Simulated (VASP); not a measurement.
Band structure of NaH2Pd3 (space group Cmmm). Calculation: PBEsol GGA, VASP's PBE PAW potentials (set 64) (plane waves; VASP 6.6.1).

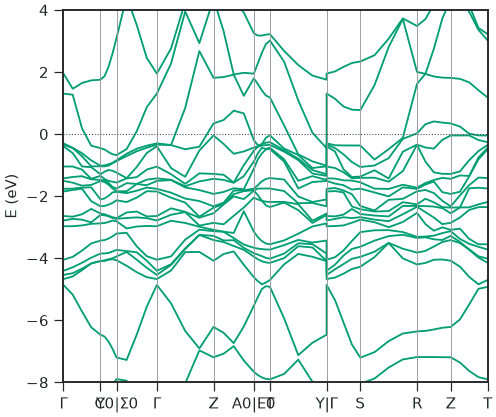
Bands along high-symmetry lines, zero at the valence-band maximum or, without a gap, the Fermi level

Question: Read the plot: is there a gap, and where are the band edges?

Answer: It has no gap at this level: it comes out as a metal or semimetal.

The structure comes from a computed database's NaH2Pd3 entry (Cmmm); how it stands against other phases isn't given here. The cell was not relaxed at this level. The electron count is odd and the run is not spin-polarised, which forces a metal.
